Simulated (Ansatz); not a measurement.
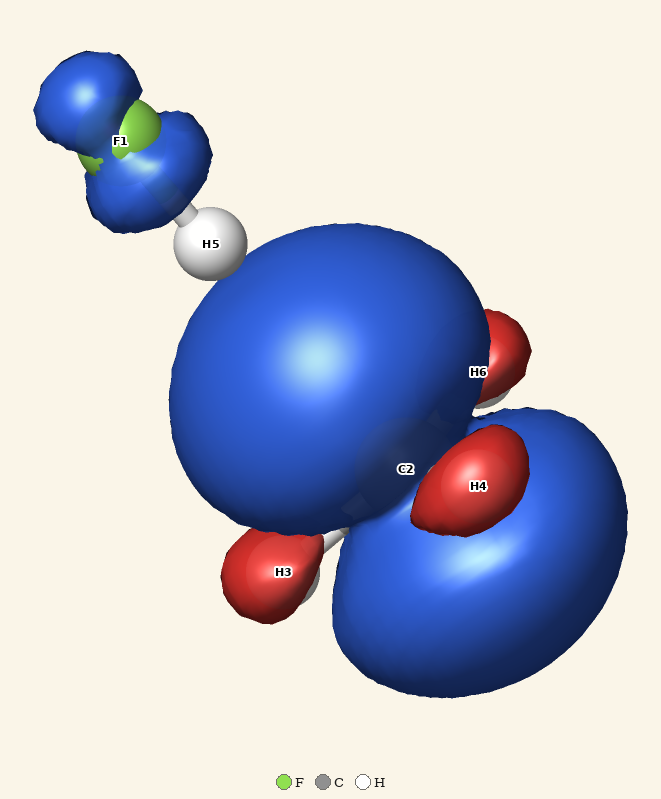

HF···CH3 (doublet). Isosurfaces of the spin density at +0.02 (blue) and −0.02 e/Å³ (red), seen at an oblique angle.

The reactant side of a reaction path; geometry: PBE0-D4/def2-TZVP.

Computed with UKS PBE0-D4/def2-TZVPP in Ansatz 0.2.0.

```xyz
6

F     1.4504   -0.0961   -1.6091
C    -0.5335    0.0354    0.5919
H    -0.6437   -1.0386    0.6558
H    -1.2421    0.6111    0.0119
H     0.8267   -0.0555   -0.9168
H     0.1422    0.5438    1.2664
```

Q: Which atoms carry the spin?

A: The unpaired spin (1 electron) lies mostly on C2 (about 0.8), in electrons by Hirshfeld's partition.
